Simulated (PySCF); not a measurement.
# F2H4Si: the cost of one run

Computed with PySCF 2.14.0; each step states its level. No surroundings beyond the atoms listed, unless a continuum is named. Atoms count from 0, parts from 1.

### Step 1. The system as given

7 atoms, charge 0, multiplicity 1; geometry: GFN2-xTB. Parts: 1 = atoms 0–4, `F[SiH3]`, charge 0; 2 = atoms 5–6, `F`, charge 0.

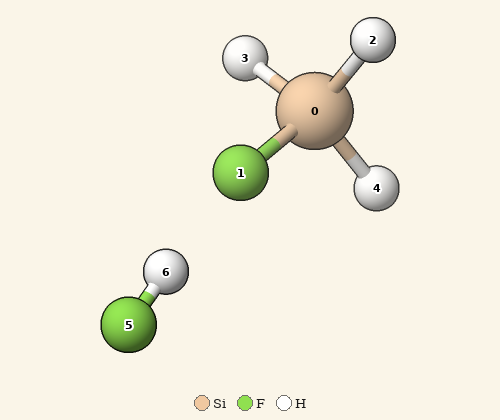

The starting geometry (silicon light orange, fluorine green, hydrogen white), atoms numbered.

### Step 2. Optimising the geometry at PBE0-D3(BJ)/def2-SVPD

What the job is given:

```
{"job": {"xc": "PBE0", "basis": "def2-SVPD", "d3": "d3bj", "grid": 2, "kind": "geom", "shake": 0.01}, "charge": 0, "multiplicity": 1, "parts": [{"atoms": "0-4", "charge": 0, "multiplicity": 1}, {"atoms": "5-6", "charge": 0, "multiplicity": 1}]}
Si    -0.015769    -0.154696    -0.404971
F     -0.005757    -0.617140     1.137494
H     -0.698280     1.170461    -0.358528
H     -0.783729    -1.158003    -1.073323
H      1.363021    -0.103015    -0.797493
F      0.736691    -1.677172     3.555459
H      0.456869    -1.305612     2.752212
```

Run with:

```sh
$ OMP_NUM_THREADS=1 python cluster_run.py task.json out
```

This one command runs all jobs of the session in turn.

Q: Estimate the wall time and peak memory of this first job on 1 thread of Arm Neoverse V2, shared host.

About 14 s, with a peak of 0.46 GiB.
